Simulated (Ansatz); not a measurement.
## CsBiSe3 (model cell, started as cubic perovskite with Bi in the octahedra): following an unstable mode

Aim: this structure of CsBiSe3 (model cell, started as cubic perovskite with Bi in the octahedra) is to be tested for unstable modes, and one is followed downhill.

Program: Ansatz 0.2.0. Level of theory: DFT PBE, scalar-relativistic, plane waves, PAW; PAW set soft_1. Results are calculated unless marked as measured.

The structure was built from a prototype and need not be the compound's stable phase.

### Step 1. The structure

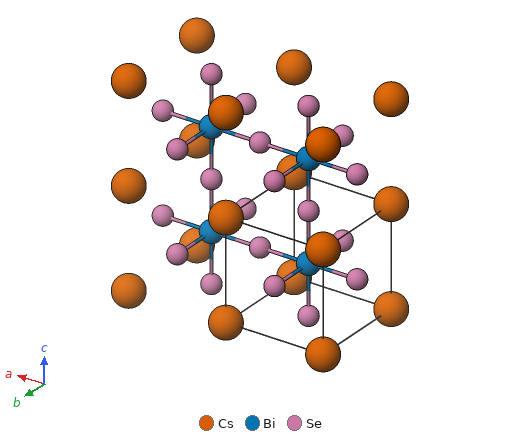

Start, viewed from a free direction; caesium orange, bismuth blue, selenium pink. 2×1×2 cells are drawn. Some periodic images of atoms are drawn too.

Structure file:

```cif
data_structure
_symmetry_space_group_name_H-M 'P 1'
_symmetry_Int_Tables_number 1
_cell_length_a 5.6458
_cell_length_b 5.6458
_cell_length_c 5.6458
_cell_angle_alpha 90.000
_cell_angle_beta 90.000
_cell_angle_gamma 90.000
_cell_volume 179.96
loop_
_atom_site_label
_atom_site_type_symbol
_atom_site_fract_x
_atom_site_fract_y
_atom_site_fract_z
_atom_site_occupancy
Cs1 Cs 0.00000 0.00000 0.00000 1
Bi2 Bi 0.50000 0.50000 0.50000 1
Se3 Se 0.50000 0.50000 0.00000 1
Se4 Se 0.50000 0.00000 0.50000 1
Se5 Se 0.00000 0.50000 0.50000 1
```

### Step 2. Response at finite wavevector

The cell comes from relaxations at this level that are not shown. Stability and thermal properties need the whole zone. Linear response on a 2×2×2 q mesh gives force constants as far as a supercell of that size would.

input.yaml

```yaml
crystal:
  lattice:
    - [5.6457865512, 0.0, 0.0]
    - [0.0, 5.6457865512, 0.0]
    - [0.0, 0.0, 5.6457865512]
  atoms:
    - { symbol: Cs, position: [0.0, 0.0, 0.0] }
    - { symbol: Bi, position: [0.5, 0.5, 0.5] }
    - { symbol: Se, position: [0.5, 0.5, 0.0] }
    - { symbol: Se, position: [0.5, 0.0, 0.5] }
    - { symbol: Se, position: [0.0, 0.5, 0.5] }
kpoints:
  mp_grid: { grid: [6, 6, 6] }
hamiltonian:
  xc: pbe
  pseudopotentials: { kind: paw, azcp: { folder: soft_1 } }
scf:
  occupations: { method: methfessel_paxton, width: 0.2 }
output:
  eigenvalues: true
phonons:
  method: dfpt
  qmesh: [2, 2, 2]
  temperatures: { t_max: 1000, t_step: 50 }
  qpath:
    path:
      - [[0.0, 0.0, 0.0], [0.0, 0.5, 0.0], [0.5, 0.5, 0.0], [0.0, 0.0, 0.0], [0.5, 0.5, 0.5], [0.0, 0.5, 0.0]]
      - [[0.5, 0.5, 0.5], [0.5, 0.5, 0.0]]
    npoints: 10
```

Launch:

```bash
$ ansatz run input.yaml --threads 4 --pin off --max-ram 16384MiB --backend cpu --events-out ev --progress --plain --runs-dir out
```

Numbers of over 12 decimals in the logs are rounded to 6 here.

The log of the run:

```text
Engine: ansatz 0.2.0, aarch64-unknown-linux-gnu
Pseudopotentials: kind: paw
Pseudopotential: Cs, paw, valence charge 9, recommended cutoff 420 eV (normal), soft_1/Cs.paw.azcp
Pseudopotential: Bi, paw, valence charge 15, recommended cutoff 420 eV (normal), soft_1/Bi.paw.azcp
Pseudopotential: Se, paw, valence charge 16, recommended cutoff 420 eV (normal), soft_1/Se.paw.azcp
Functional definition: PBE
  parameter kappa = 0.804
  parameter beta = 0.066725
  exchange = pbe_x(kappa = kappa, mu = beta*pi^2/3)
  correlation = pbe_c(beta = beta)
Crystal: 5 atoms, lattice volume = 179.959 Å³
Basis set: ecut = 420 eV, 3575 PW (Γ), exchange–correlation on 80×80×80 points (8 copies of the dense FFT grid, shifted against one another)
Bands: 44, of which v1, the nominal top of the filled ones, is band 36 counted from 1 (35 counted from 0)
Symmetry: 48 space group operations
k-points: 20 of 216
Non-local potential: Cs, projectors of the file, l = 0: 3, l = 1: 2, l = 2: 2, l = 3: 2
Non-local potential: Bi, projectors of the file, l = 0: 2, l = 1: 2, l = 2: 2, l = 3: 1
Non-local potential: Se, projectors of the file, l = 0: 2, l = 1: 2, l = 2: 3, l = 3: 1
PAW form: soft (Blöchl's): semilocal exchange-correlation on the pseudo side does not see the compensation charge
PAW one-centre angular grid: Cs, 194 points (default); XC on 64 Gauss nodes
PAW one-centre angular grid: Bi, 590 points (default); XC on 64 Gauss nodes
PAW one-centre angular grid: Se, 590 points (default); XC on 64 Gauss nodes
Initial density: superposition of atomic densities (chi_scale 0.1, normalization cell, long waves kept (reshape's long-wave potential 0.00 eV rms))
Initial wavefunctions: pseudopotential atomic-orbital guess
Functional: x = pbe(κ = 0.804, μ = 0.219515), c = pbe(β = 0.066725)
SCF iter   1: F=—  HF=-34480.315058 eV  |F-HF|=—  |Δ(HF+E_count)|=         —  Δρ=2.70e-2  dr2=3.21e0  ethr=3.10e-3  ⟨swp⟩=8.2  Hψ=3745  notcnv=0
preconditioner: auto → LDOS  [metal: Δε(μ)=0.108 eV  Ē_g=9.644 eV  σ=0.200 eV  W_gap=0.41  n_scr=32 (ndim 8)  ℏωp=15.2 eV  f_vac=0.041  D(μ)=5.31/eV (n_scr^D=32)  β→1.0]
SCF iter   2: F=—  HF=-34478.871614 eV  |F-HF|=—  |Δ(HF+E_count)|=    1.44e0  S|Δr|=    0.00e0  Δρ=1.10e-2  dr2=1.86e-1  ethr=3.10e-3  ⟨swp⟩=3.6  Hψ=1610  notcnv=0  defer=37
SCF iter   3: F=—  HF=-34478.840844 eV  |F-HF|=—  |Δ(HF+E_count)|=   3.08e-2  S|Δr|=    0.00e0  Δρ=1.89e-3  dr2=1.48e-2  ethr=2.59e-4  ⟨swp⟩=2.1  Hψ=1740  notcnv=0  defer=36
SCF iter   4: F=—  HF=-34478.835888 eV  |F-HF|=—  |Δ(HF+E_count)|=   4.96e-3  S|Δr|=    0.00e0  Δρ=5.91e-4  dr2=9.99e-4  ethr=2.06e-5  ⟨swp⟩=2.1  Hψ=1720  notcnv=0  defer=33
SCF iter   5: F=—  HF=-34478.835310 eV  |F-HF|=—  |Δ(HF+E_count)|=   5.78e-4  S|Δr|=    0.00e0  Δρ=1.95e-4  dr2=7.28e-5  ethr=1.39e-6  ⟨swp⟩=2.0  Hψ=1564  notcnv=0  defer=33
SCF iter   6: F=—  HF=-34478.835361 eV  |F-HF|=—  |Δ(HF+E_count)|=   5.07e-5  S|Δr|=    0.00e0  Δρ=4.93e-5  dr2=6.26e-6  ethr=1.01e-7  ⟨swp⟩=2.0  Hψ=1144  notcnv=0  defer=33
SCF iter   7: F=—  HF=-34478.835361 eV  |F-HF|=—  |Δ(HF+E_count)|=   6.45e-7  S|Δr|=    0.00e0  Δρ=1.76e-5  dr2=9.23e-7  ethr=8.69e-9  ⟨swp⟩=2.0  Hψ=1144  notcnv=0  defer=33
SCF iter   8: F=—  HF=-34478.835361 eV  |F-HF|=—  |Δ(HF+E_count)|=   6.16e-8  S|Δr|=    0.00e0  Δρ=3.61e-6  dr2=3.36e-8  ethr=1.28e-9  ⟨swp⟩=2.2  Hψ=1278  notcnv=0  defer=33
SCF iter   9: F=—  HF=-34478.835361 eV  |F-HF|=—  |Δ(HF+E_count)|=   4.44e-9  S|Δr|=    0.00e0  Δρ=4.35e-7  dr2=4.52e-10  ethr=4.67e-11  ⟨swp⟩=2.1  Hψ=1213  notcnv=0  defer=33
SCF iter  10: F=—  HF=-34478.835361 eV  |F-HF|=—  |Δ(HF+E_count)|=  4.37e-11  S|Δr|=    0.00e0  Δρ=1.22e-7  dr2=1.89e-11  ethr=1.00e-12  ⟨swp⟩=2.1  Hψ=1257  notcnv=0  defer=33
SCF iter  11: F=-34478.835361 eV  HF=-34478.835361 eV  |F-HF|=1.46e-11  |Δ(HF+E_count)|=    0.00e0  S|Δr|=    0.00e0  Δρ=2.16e-8  dr2=5.99e-13  ethr=1.00e-12  ⟨swp⟩=13.5  Hψ=4569  notcnv=0
SCF 1 converged in 11 iterations: F = -34478.835361 eV  dr2 = 5.99e-13
  greatest PAW one-centre occupation: 1.000 electrons in one spin orbital (limit 2), on the Se atom at site 3 (counted from 0), in its partial waves of l = 2
Initial density: read from a saved state, or passed on in memory by an earlier SCF of this step, an earlier step, the calling program or the single point that the run made first
iter 1 solved again at ethr=9.71e-8 eV; its pass at ethr=3.10e-3 eV (dr2=6.99e-5 eV) is discarded
SCF iter   1: F=—  HF=-34478.835369 eV  |F-HF|=—  |Δ(HF+E_count)|=         —  Δρ=4.23e-7  dr2=7.83e-10  ethr=9.71e-8  ⟨swp⟩=3.1  Hψ=6117  notcnv=0
eigensolver tolerance schedule: the retry pair's looser diagonalisation over-reported the residual by 89277.62 of it (diagonalisation noise at an unbounded share of the residual, at the tolerance the schedule requests for it); recorded, not acted on — ethr = c·dr2/N_el stays at c = 1.0e-1
preconditioner: auto → LDOS  [metal: Δε(μ)=0.056 eV  Ē_g=9.798 eV  σ=0.200 eV  W_gap=0.23  n_scr=32 (ndim 8)  ℏωp=15.2 eV  f_vac=0.068  D(μ)=6.32/eV (n_scr^D=56)  β→1.0]
SCF iter   2: F=—  HF=-34478.835361 eV  |F-HF|=—  |Δ(HF+E_count)|=   7.23e-6  S|Δr|=    0.00e0  Δρ=3.69e-7  dr2=5.33e-10  ethr=1.09e-12  ⟨swp⟩=4.0  Hψ=2235  notcnv=0
SCF iter   3: F=—  HF=-34478.835361 eV  |F-HF|=—  |Δ(HF+E_count)|=  1.02e-10  S|Δr|=    0.00e0  Δρ=1.82e-7  dr2=1.43e-10  ethr=1.00e-12  ⟨swp⟩=1.2  Hψ=887  notcnv=0
SCF iter   4: F=—  HF=-34478.835361 eV  |F-HF|=—  |Δ(HF+E_count)|=  1.46e-11  S|Δr|=    0.00e0  Δρ=1.21e-7  dr2=6.51e-11  ethr=1.00e-12  ⟨swp⟩=1.0  Hψ=880  notcnv=0
SCF iter   5: F=—  HF=-34478.835361 eV  |F-HF|=—  |Δ(HF+E_count)|=  1.46e-11  S|Δr|=    0.00e0  Δρ=9.14e-8  dr2=3.74e-11  ethr=1.00e-12  ⟨swp⟩=1.0  Hψ=880  notcnv=0
SCF iter   6: F=—  HF=-34478.835361 eV  |F-HF|=—  |Δ(HF+E_count)|=  7.28e-12  S|Δr|=    0.00e0  Δρ=5.77e-8  dr2=1.49e-11  ethr=1.00e-12  ⟨swp⟩=1.0  Hψ=880  notcnv=0
SCF iter   7: F=-34478.835361 eV  HF=-34478.835361 eV  |F-HF|=7.28e-12  |Δ(HF+E_count)|=    0.00e0  S|Δr|=    0.00e0  Δρ=1.36e-8  dr2=8.15e-13  ethr=1.00e-12  ⟨swp⟩=3.9  Hψ=2053  notcnv=0
SCF 2 converged in 7 iterations: F = -34478.835361 eV  dr2 = 8.15e-13
phonons: the bands overlap, so this run is a metal and interpolates without the dipole-dipole term. If the crystal is really an insulator or semiconductor, its LO-TO splitting is missing
NSCF: frozen V_eff on 20 k-points
NSCF: frozen V_eff on 64 k-points
DFPT response loops at q = (0, 0, 0) (fractional): preconditioner auto → Kerker (q_TF=auto, 2.342 Å⁻¹) (partly filled bands, converged f_vac=0.068); β = 1.00, the filter's whole step (`scf.mixing.beta` (0.50) is not read by the response loops under this deck's `scf.mixing.preconditioner`; to damp them name `kerker` or `kerker_dos`, under which they read `scf.mixing.beta`, and type it under 1.00, their step now; both keys bind the ground state too); Broyden in place of MSR1
NSCF: frozen V_eff on 128 k-points
DFPT response loops at q = (0, 0, -0.5) (fractional): mixed as the last ones told, above
NSCF: frozen V_eff on 128 k-points
DFPT response loops at q = (0, -0.5, -0.5) (fractional): mixed as the last ones told, above
NSCF: frozen V_eff on 128 k-points
DFPT response loops at q = (-0.5, -0.5, -0.5) (fractional): mixed as the last ones told, above
SCF converged after 11 iterations
Stability not checked: this state was not tested for a lower state beside it, because cold or Methfessel-Paxton smearing, or corrected tetrahedra, fill the levels in a way that the test cannot read (fill_not_monotonic; see scf.lower_state_search)
Free energy (F): -34478.835361 eV
Harris-Foulkes:  -34478.835361 eV  (|F-HF|=1.46e-11)
Internal energy: -34478.842832 eV  (E = F + TS)
E sigma→0 (E₀):  -34478.837229 eV
Entropy (-TS):   0.007471 eV (1.494 meV/atom)
Fermi energy:    5.032437 eV
--- Per-component energies (eV) ---
  E_band       = -1457.286348
  E_kinetic    = 725.400531
  E_local      = -11359.784104  (includes V_loc(G=0)·N_el)
  E_nonlocal   = -630.179106
  E_hartree    = 5605.610093
  E_xc         = -584.401833
  E_vxc        = -536.938790  (∫ρ·V_xc dr)
  E_paw        = -22114.291725  (= ΣΔE_a)
  E_vpaw       = -867.004175  (= ΣTr[D̂ρ^β])
  E_aug_tail   = -0.000905  (compensation charges beyond the density's cutoff)
  E_ewald      = -6121.195783
  E_smearing   = 0.007471  (= −TS)
  E_closure    = -0.000000  (closes the sum)
  Σ components = -34478.835361   (vs F -34478.835361, Δ=0.00e0)
--- Band table (eV; the first three rows and the last of 20) ---
  k-point 0: bands = [... 32 lower, 4.6057, 4.6057, 4.8014, 4.8014, 4.8014, 9.2108, 9.8159, 9.8159, ... 4 higher]
  k-point 1: bands = [... 32 lower, 4.5338, 4.5338, 4.6855, 4.7381, 4.7381, 9.5940, 10.0325, 10.1287, ... 4 higher]
  k-point 2: bands = [... 32 lower, 4.3811, 4.3811, 4.6088, 4.6332, 4.6332, 8.5966, 10.4868, 10.6302, ... 4 higher]
  k-point 19: bands = [... 32 lower, 4.3220, 5.4516, 5.4516, 5.4516, 6.0528, 6.0528, 6.0528, 6.2749, ... 4 higher]
--- Phonons (Γ-DFPT): 4 representative perturbations + reference (Σ response iterations 13) ---
  ASR residual: 4.270e-5 → 0.000e0 eV/Å²; symmetrization residual: 2.800e-5 eV/Å²
  ASR residual per site (eV/Å²): 2.14e-5 3.27e-5 4.27e-5 4.27e-5 4.27e-5
  Γ frequencies (cm⁻¹): -47.96 -47.96 -47.96 -5.51 -5.51 -5.51 0.00 0.00 0.00 49.79 49.79 49.79 70.11 70.11 70.11
--- Phonons (arbitrary-q DFPT): 4 irreducible q on the 2×2×2 mesh ---
  q = [0.0000, 0.0000, 0.0000] (star 1, of the zone-centre solve; hermiticity 4.90e-5, symmetrization 5.36e-11): -47.96 -47.96 -47.96 -5.51 -5.51 -5.51 -0.00 0.00 0.00 49.79 49.79 49.79 70.11 70.11 70.11
  q = [0.0000, 0.0000, -0.5000] (star 3, 9 solved perturbations in 504 linear systems a pass and spin channel, the states on 64 of 216 k-point pairs; hermiticity 1.38e-5, symmetrization 1.53e-11): -55.88 -53.10 -42.42 -42.42 -38.09 -38.09 25.26 25.26 42.53 43.98 43.98 74.79 74.79 88.22 141.64
  q = [0.0000, -0.5000, -0.5000] (star 3, 9 solved perturbations in 504 linear systems a pass and spin channel, the states on 64 of 216 k-point pairs; hermiticity 1.70e-5, symmetrization 6.32e-11): -58.64 -58.64 -38.91 -38.91 -36.69 6.35 18.49 38.59 44.88 44.88 68.68 87.02 87.02 132.72 145.67
  q = [-0.5000, -0.5000, -0.5000] (star 1, 4 solved perturbations in 184 linear systems a pass and spin channel, the states on 64 of 216 k-point pairs; hermiticity 6.93e-7, symmetrization 7.47e-11): -48.80 -48.80 -48.80 21.02 21.02 21.02 46.01 46.01 46.01 85.48 85.48 85.48 135.05 135.05 145.94
  sum rule: each row above includes the acoustic sum rule's correction from the zone centre's row sums; it moved no ω² by more than (0.38 cm⁻¹)²
  mesh force constants: q→R imaginary residual 3.31e-18; ASR residual 4.270e-5 → 0.000e0 eV/Å²; symmetrization residual 2.665e-15 eV/Å²
  interpolated dispersion: 62 rows × 15 modes
  density of states and harmonic sums: on the 12×12×12 q-mesh, interpolated from the force constants of a 2×2×2 supercell (no non-analytic term)
  largest difference from the sums on the solved wave vectors: F 1.37e-1 eV, S 1.53e-4 and C_V 2.39e-5 eV/K
  zero-point energy: 0.039280 eV/cell   skipped modes (ω ≤ 0): 480, of them read as no rigid motion or as one in doubt: 477 (5.813e0 modes/cell left out, lowest -58.64 cm⁻¹)   left out of the sums: 3.88e-1 of the cell's modes: C_V's classical limit lies that fraction below 3 k_B per atom; for a crystal, a wire or a layer, F and S can be off by more, and a phonons.interpolated_qmesh denser along its periods is the remedy for the sampling
```

Elapsed: 6.1 min, on 4 threads of Arm Neoverse V1, shared host; peak memory 1.7 GiB; 24 min of CPU time.

Numbers from this step:

- volume per atom: 35.99 Å³
- gap on the k-mesh: 0 eV
- sum-rule residual before enforcement: 4.27e-5 eV/Å²
- lowest frequency on the path: -58.64 cm⁻¹
- point group: m-3m
- highest frequency on the path or at a solved wavevector: 145.9 cm⁻¹
- highest optical mode at the zone centre (no LO-TO term): 70.11 cm⁻¹
- lowest optical zone-centre mode: -47.96 cm⁻¹
- lowest mode on the q mesh (acoustic modes at Γ apart): -58.64 cm⁻¹

Frequencies (cm⁻¹) solved at each irreducible wavevector; negative means imaginary. Frequencies by wavevector, by row:

| q in reciprocal lattice units | star | mode 1 | mode 2 | mode 3 | mode 4 | mode 13 | mode 14 | mode 15 |
| --- | --- | --- | --- | --- | --- | --- | --- | --- |
| 0 0 0 | 1 | -48 | -48 | -48 | -5.5 | 70.1 | 70.1 | 70.1 |
| 0 0 -0.5 | 3 | -55.9 | -53.1 | -42.4 | -42.4 | 74.8 | 88.2 | 141.6 |
| 0 -0.5 -0.5 | 3 | -58.6 | -58.6 | -38.9 | -38.9 | 87 | 132.7 | 145.7 |
| -0.5 -0.5 -0.5 | 1 | -48.8 | -48.8 | -48.8 | 21 | 135.1 | 135.1 | 145.9 |

Interpolated from a 2×2×2 q mesh. The phonon branches at the labelled points (cm⁻¹):

| point | branch 1 | branch 2 | branch 3 | branch 4 | branch 12 | branch 13 | branch 14 | branch 15 |
| --- | --- | --- | --- | --- | --- | --- | --- | --- |
| Γ | -48 | -48 | -48 | -6 | 50 | 70 | 70 | 70 |
| X | -56 | -53 | -42 | -42 | 75 | 75 | 88 | 142 |
| M | -59 | -59 | -39 | -39 | 87 | 87 | 133 | 146 |
| Γ | -48 | -48 | -48 | -6 | 50 | 70 | 70 | 70 |
| R | -49 | -49 | -49 | 21 | 86 | 135 | 135 | 146 |
| X | -56 | -53 | -42 | -42 | 75 | 75 | 88 | 142 |
| jump to R | -49 | -49 | -49 | 21 | 86 | 135 | 135 | 146 |
| M | -59 | -59 | -39 | -39 | 87 | 87 | 133 | 146 |

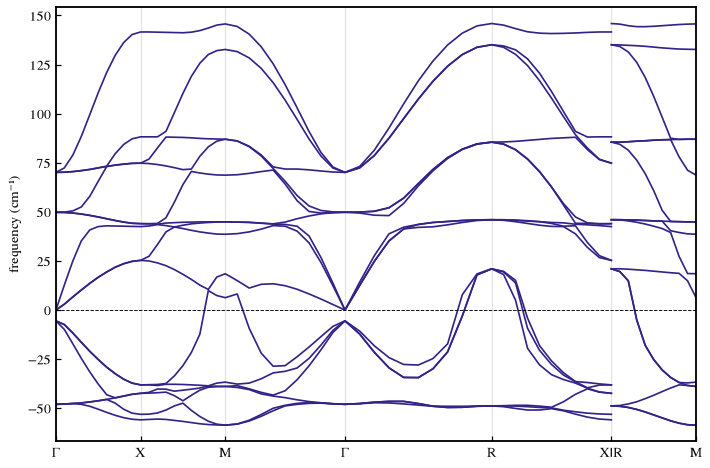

Phonon branches along the path.

Symmetry leaves 4 wavevectors to solve. The lowest mode among them, the acoustic zeros apart, lies at q = (0, -0.5, -0.5) and is imaginary, 58.6i cm⁻¹, so the energy falls along it.

### Step 3. The mode frozen in, largest atomic shift 0 Å

The mode followed lies at q = (0, -0.5, -0.5) with frequency 58.6i cm⁻¹ and is 2-fold degenerate, the softest among the wavevectors solved. At small amplitude the distorted cell has space group no. 51 by a symmetry search on the positions. The undistorted cell that holds it gives the zero of energy on the same k mesh.

System of this step: CsBiSe3 (model cell, started as cubic perovskite with Bi in the octahedra). Symmetry: Pm-3m, No. 221, cubic system. Conventional cell: a = 5.646 Å, b = 5.646 Å, c = 5.646 Å, α = 90.00°, β = 90.00°, γ = 90.00°. Nearest to Cs lie 12 Se at 3.99 Å. Bi has 6 Se at 2.82 Å nearest. Se has 2 Bi at 2.82 Å and 4 Cs at 3.99 Å nearest. Nearest to Se lie 2 Bi at 2.82 Å and 4 Cs at 3.99 Å. Farther neighbours and most contacts between anions are not listed.

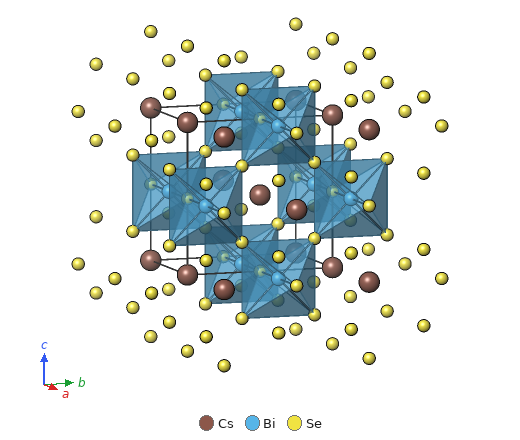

The cell of this step (caesium brown, bismuth blue, selenium yellow). 2×1×1 cells are drawn. Some periodic images of atoms are drawn too.

input.yaml, the sections that differ from step 2:

```yaml
crystal:
  lattice:
    - [-5.6457865512, 0.0, 0.0]
    - [0.0, -5.6457865512, -5.6457865512]
    - [0.0, -5.6457865512, 5.6457865512]
  atoms:
    - { symbol: Cs, position: [1.0, 1.0, 0.0] }
    - { symbol: Cs, position: [1.0, 0.5, 0.5] }
    - { symbol: Bi, position: [0.5, 0.0, 0.5] }
    - { symbol: Bi, position: [0.5, 0.5, 0.0] }
    - { symbol: Se, position: [0.5, 0.25, 0.25] }
    - { symbol: Se, position: [0.5, 0.75, 0.75] }
    - { symbol: Se, position: [0.5, 0.75, 0.25] }
    - { symbol: Se, position: [0.5, 0.25, 0.75] }
    - { symbol: Se, position: [1.0, 0.0, 0.5] }
    - { symbol: Se, position: [1.0, 0.5, 0.0] }
output:
  forces: true
  stress: true
  eigenvalues: true
# kpoints, hamiltonian, scf: as in step 2
# phonons: removed
```

The log of the run:

```text
[...]
Crystal: 10 atoms, lattice volume = 359.918 Å³
Basis set: ecut = 420 eV, 7107 PW (Γ), exchange–correlation on 80×108×108 points (8 copies of the dense FFT grid, shifted against one another)
Bands: 87, of which v1, the nominal top of the filled ones, is band 72 counted from 1 (71 counted from 0)
Symmetry: 32 space group operations
[...]
k-points: 40 of 216
[...]
k-point 0: bands = [... 68 lower, 4.6065, 4.7991, 4.7991, 4.8015, 5.4194, 5.6097, 6.8311, 6.8311, ... 11 higher]
  k-point 1: bands = [... 68 lower, 4.6082, 4.7009, 4.7644, 4.8114, 5.2074, 5.3210, 7.2968, 7.4360, ... 11 higher]
  k-point 2: bands = [... 68 lower, 4.5717, 4.6127, 4.6584, 4.7696, 4.8722, 5.1573, 8.2940, 8.4839, ... 11 higher]
  k-point 39: bands = [... 68 lower, 4.3157, 4.3157, 5.4164, 5.4164, 5.6028, 5.6028, 6.8262, 6.8262, ... 11 higher]
[key lines of the parts left out:]
SCF converged after 9 iterations
Free energy (F): -68957.671013 eV
Fermi energy:    5.026091 eV
P = ⅓ Tr σ = 0.1206 GPa (1.206 kbar)
```

Wall time 20 s (4 threads); peak memory 1.5 GiB; 79 s of CPU time.

Numbers from this step:

```
pressure                         : 0.1206 GPa
energy from the undistorted cell : 0 meV/atom
```

The run ends at a pressure of 0.12 GPa.

### Step 4. The mode frozen in, largest atomic shift 0.6 Å

The atoms are moved along the unstable eigenvector, the largest shift by 0.6 Å, with the cell fixed.

input.yaml, the sections that differ from step 3:

```yaml
crystal:
  lattice:
    - [-5.6457865512, 0.0, 0.0]
    - [0.0, -5.6457865512, -5.6457865512]
    - [0.0, -5.6457865512, 5.6457865512]
  atoms:
    - { symbol: Cs, position: [1.0, 0.9899223039, 0.0] }
    - { symbol: Cs, position: [1.0, 0.5100776961, 0.5] }
    - { symbol: Bi, position: [0.5, -0.012078813, 0.5] }
    - { symbol: Bi, position: [0.5, 0.512078813, 0.0] }
    - { symbol: Se, position: [0.5, 0.25, 0.25] }
    - { symbol: Se, position: [0.5, 0.75, 0.75] }
    - { symbol: Se, position: [0.5, 0.75, 0.25] }
    - { symbol: Se, position: [0.5, 0.25, 0.75] }
    - { symbol: Se, position: [1.0, 0.075147026, 0.5] }
    - { symbol: Se, position: [1.0, 0.424852974, 0.0] }
# kpoints, hamiltonian, scf, output: as in step 3
```

The log of the run:

```text
[...]
Crystal: 10 atoms, lattice volume = 359.918 Å³
Basis set: ecut = 420 eV, 7107 PW (Γ), exchange–correlation on 80×108×108 points (8 copies of the dense FFT grid, shifted against one another)
Bands: 87, of which v1, the nominal top of the filled ones, is band 72 counted from 1 (71 counted from 0)
Symmetry: 8 space group operations
[...]
k-points: 64 of 216
[...]
k-point 0: bands = [... 68 lower, 4.6617, 4.7535, 5.0132, 5.0256, 5.4573, 5.8442, 6.4507, 6.6832, ... 11 higher]
  k-point 1: bands = [... 68 lower, 4.5763, 4.7870, 4.9569, 4.9608, 5.3539, 5.4143, 6.9926, 7.3744, ... 11 higher]
  k-point 2: bands = [... 68 lower, 4.4674, 4.8130, 4.8835, 4.8936, 5.0850, 5.1976, 8.0259, 8.4352, ... 11 higher]
  k-point 63: bands = [... 68 lower, 4.5625, 4.5625, 5.3005, 5.3005, 5.3114, 5.3114, 7.1677, 7.1677, ... 11 higher]
[key lines of the parts left out:]
SCF converged after 10 iterations
Free energy (F): -68957.798119 eV
Fermi energy:    5.104997 eV
P = ⅓ Tr σ = -0.1592 GPa (-1.592 kbar)
```

Wall time 39 s (4 threads); peak memory 1.8 GiB.

This step gave:

| Quantity | Value |
| --- | --- |
| pressure | -0.1592 GPa |
| energy from the undistorted cell | -12.71 meV/atom |

The energy, extrapolated to zero smearing, is -12.71 meV/atom against the undistorted cell.

The run ends at a pressure of -0.16 GPa, with forces up to 0.25 eV/Å.

(Part 1 of 3 ends here.)

[Logs are printed without paths, hosts, clocks, repeated set-up lines and the standing remarks that a program may print on its own settings, such as how far it seeks lower states.]

[Hosts, paths, dates, database ids (printed as entryN), source tags and the programs' standing remarks are cut or masked in the printed files.]
